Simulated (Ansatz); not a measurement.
# r2SCAN0/def2-SVPD run of BH2ClO (SMILES OBCl)

What is the electronic atomisation energy of BH2ClO at r2SCAN0/def2-SVPD? 

The calculation is run with Ansatz 0.2.0.

64 further runs of the same task are left out: 64 set aside as unsound or not needed.

### Step 1. The system as given

BH2ClO has 5 atoms, charge 0, and is taken as a singlet. SMILES: `OBCl`. The shape is that of a PBE0-D4/def2-TZVP optimisation. This is one conformer, not always the lowest.

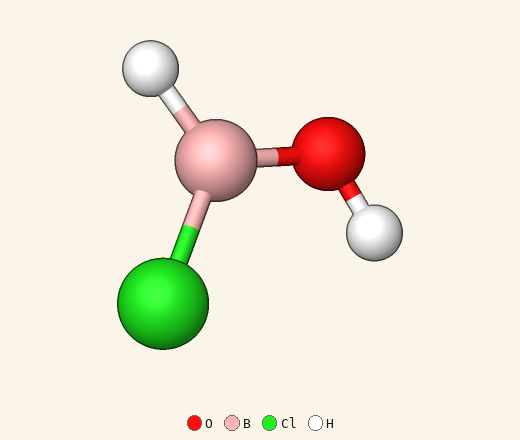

Viewed from a chosen angle; oxygen red, boron pink, chlorine green, hydrogen white.

### Step 2. The energy at r2SCAN0/def2-SVPD

The input, in.yaml:

```yaml
crystal:
  periodic: [false, false, false]
  atoms:
    - {symbol: O, position_ang: [-0.863300, -0.618600, -0.002900]}
    - {symbol: B, position_ang: [0.379000, -0.137200, 0.137900]}
    - {symbol: Cl, position_ang: [0.788600, 1.496000, -0.395300]}
    - {symbol: H, position_ang: [-1.477700, 0.001200, -0.409700]}
    - {symbol: H, position_ang: [1.223300, -0.815100, 0.628600]}
basis:
  gaussian: {orbitals: def2-SVPD}
hamiltonian: {xc: {name: r2SCAN0}}
accuracy: high
output: {orbitals: {seedname: orbitals}}
```

Command:

```
$ ansatz run in.yaml --threads 1 --pin off --max-ram 3480MiB --events-out events.jsonl --progress --plain --runs-dir runs
```

Standard output:

```text
Warning: RAYON_NUM_THREADS=1 ignored (pool sized by the plan → 1); use --threads N
Functional definition: r2SCAN0
  name "r2SCAN0"
  parameter a = 0.25
  parameter k0 = 0.174
  parameter k1 = 0.065
  parameter a1 = 4.9479
  exchange = (1 - a)*r2scan_x(k0 = k0, k1 = k1, a1 = a1) + a*exact_x
  correlation = r2scan_c
1663 factors; integrals over basis functions are off by at most 3.7e-9 eV
mean field evaluation 1: about -15269.4858 eV, gradient 4.3e1 eV
mean field evaluation 2: about -15265.1468 eV, gradient 6.4e1 eV
mean field evaluation 4: about -15272.6619 eV, gradient 1.2e0 eV
mean field evaluation 8: about -15272.6648 eV, gradient 1.4e-2 eV
mean field evaluation 16: about -15272.6648 eV, gradient 8.0e-7 eV
mean field -15272.66480298 eV, -561.2600793256 hartree, gradient 6.9e-9 eV, S^2 0.000000; 0 other end points of the search recorded, 0 dependent functions left out
reference -15272.66480382 eV, -561.2600793563 hartree; 16, 16 occupied and 70, 70 virtual orbitals, 1663 factors
Total energy: -15272.66480382 eV, -561.2600793563 hartree
```

It took 7.2 s on 1 thread of Arm Neoverse V2, shared host; peak memory 0.27 GiB.

### Step 3. The B atom at the same level

The input, molecule.yaml:

```yaml
crystal:
  periodic: [false, false, false]
  atoms:
    - symbol: B
      position_ang: [0.000000, 0.000000, 0.000000]
basis:
  gaussian: {orbitals: def2-SVPD}
magnetization: {spin_polarized: true, initial_magnetization: 1}
hamiltonian: {xc: {name: r2SCAN0}}
accuracy: high
```

Command:

```
$ ansatz run molecule.yaml --threads 1 --pin off --max-ram 3480MiB --events-out events.jsonl --progress --plain --runs-dir runs
```

Standard output, shortened:

```text
Warning: RAYON_NUM_THREADS=1 ignored (pool sized by the plan → 1); use --threads N
[... 8 set-up lines as earlier in the session ...]
161 factors; integrals over basis functions are off by at most 2.8e-9 eV
mean field evaluation 1: about -669.5680 eV, gradient 3.0e0 eV
mean field evaluation 2: about -669.6578 eV, gradient 7.2e-1 eV
mean field evaluation 4: about -669.6578 eV, gradient 7.6e-2 eV
mean field evaluation 8: about -669.6579 eV, gradient 1.7e-4 eV
mean field evaluation 16: about -668.0673 eV, gradient 6.0e0 eV
mean field -669.65788790 eV, -24.6094734697 hartree, gradient 5.2e-8 eV, S^2 0.757197; 1 other end points of the search recorded, 0 dependent functions left out
reference -669.65788924 eV, -24.6094735190 hartree; 3, 2 occupied and 17, 18 virtual orbitals, 161 factors
Total energy: -669.65788924 eV, -24.6094735190 hartree
```

It took 0.95 s on 1 thread of Arm Neoverse V2, shared host; peak memory 0.1 GiB.

### Step 4. The Cl atom

The input, molecule.yaml:

```yaml
crystal:
  periodic: [false, false, false]
  atoms:
    - {symbol: Cl, position_ang: [0.000000, 0.000000, 0.000000]}
basis:
  gaussian:
    orbitals: def2-SVPD
magnetization:
  spin_polarized: true
  initial_magnetization: 1
hamiltonian:
  xc: {name: r2SCAN0}
accuracy: high
```

Command:

```
$ ansatz run molecule.yaml --threads 1 --pin off --max-ram 3480MiB --events-out events.jsonl --progress --plain --runs-dir runs
```

Standard output, shortened:

```text
Warning: RAYON_NUM_THREADS=1 ignored (pool sized by the plan → 1); use --threads N
[... 8 set-up lines as earlier in the session ...]
222 factors; integrals over basis functions are off by at most 2.5e-9 eV
mean field evaluation 1: about -12516.2521 eV, gradient 3.3e0 eV
mean field evaluation 2: about -12516.3264 eV, gradient 8.2e-1 eV
mean field evaluation 4: about -12516.3327 eV, gradient 3.4e-1 eV
mean field evaluation 8: about -12516.3332 eV, gradient 5.0e-4 eV
mean field evaluation 16: about -12516.3332 eV, gradient 3.6e-6 eV
mean field evaluation 32: about -12516.3332 eV, gradient 6.2e-8 eV
mean field -12516.33321913 eV, -459.9667619276 hartree, gradient 6.2e-8 eV, S^2 0.754356; 0 other end points of the search recorded, 0 dependent functions left out
reference -12516.33322612 eV, -459.9667621847 hartree; 9, 8 occupied and 18, 19 virtual orbitals, 222 factors
Total energy: -12516.33322612 eV, -459.9667621847 hartree
```

Run time: 2.6 s. Hardware: 1 thread of Arm Neoverse V2, shared host; peak memory 0.12 GiB.

### Step 5. The H atom, same level

The input, run.yaml:

```yaml
crystal:
  periodic: [false, false, false]
  atoms:
    - {symbol: H, position_ang: [0.000000, 0.000000, 0.000000]}
basis:
  gaussian:
    orbitals: def2-SVPD
hamiltonian:
  xc: {name: r2SCAN0}
magnetization:
  spin_polarized: true
  initial_magnetization: 1
accuracy: high
```

Command:

```
$ ansatz run run.yaml --threads 1 --pin off --max-ram 3480MiB --events-out events.jsonl --progress --plain --runs-dir runs
```

Standard output, shortened:

```text
Warning: RAYON_NUM_THREADS=1 ignored (pool sized by the plan → 1); use --threads N
[... 8 set-up lines as earlier in the session ...]
33 factors; integrals over basis functions are off by at most 2.1e-9 eV
mean field evaluation 1: about -13.5811 eV, gradient 5.2e-1 eV
mean field evaluation 2: about -13.5846 eV, gradient 5.8e-2 eV
mean field evaluation 4: about -13.5846 eV, gradient 1.3e-5 eV
mean field evaluation 8: about -13.5846 eV, gradient 1.1e-9 eV
mean field -13.58464121 eV, -0.4992263564 hartree, gradient 1.0e-9 eV, S^2 0.750000; 0 other end points of the search recorded, 0 dependent functions left out
reference -13.58464187 eV, -0.4992263807 hartree; 1, 0 occupied and 7, 8 virtual orbitals, 33 factors
Total energy: -13.58464187 eV, -0.4992263807 hartree
```

It took 0.34 s on 1 thread of Arm Neoverse V2, shared host.

### Step 6. The O atom

The input, molecule.yaml:

```yaml
crystal:
  periodic: [false, false, false]
  atoms:
    - {symbol: O, position_ang: [0.000000, 0.000000, 0.000000]}
basis:
  gaussian: {orbitals: def2-SVPD}
magnetization: {spin_polarized: true, initial_magnetization: 2}
hamiltonian: {xc: {name: r2SCAN0}}
accuracy: high
```

Run the same way, it converges to -74.96758 Eh (log not shown).

### Step 7. Summary of results

Level: r2SCAN0/def2-SVPD.

| quantity | value |
| --- | --- |
| molecule: total energy | -561.26008 Eh |
| molecule: HOMO energy | -9.47 eV |
| molecule: LUMO energy | -0.25 eV |
| molecule: HOMO–LUMO gap | 9.23 eV |
| B atom: total energy | -24.60947 Eh |
| B atom: ⟨S²⟩ | 0.757 |
| Cl atom: total energy | -459.96676 Eh |
| Cl atom: ⟨S²⟩ | 0.754 |
| H atom: total energy | -0.49923 Eh |
| H atom: ⟨S²⟩ | 0.750 |
| O atom: total energy | -74.96758 Eh |
| O atom: ⟨S²⟩ | 2.006 |
| electronic atomisation energy | 19.533 eV |

**Reading.** Taking the molecule apart into free atoms costs 19.53 eV (1885 kJ/mol), before zero-point energy and without spin-orbit coupling.
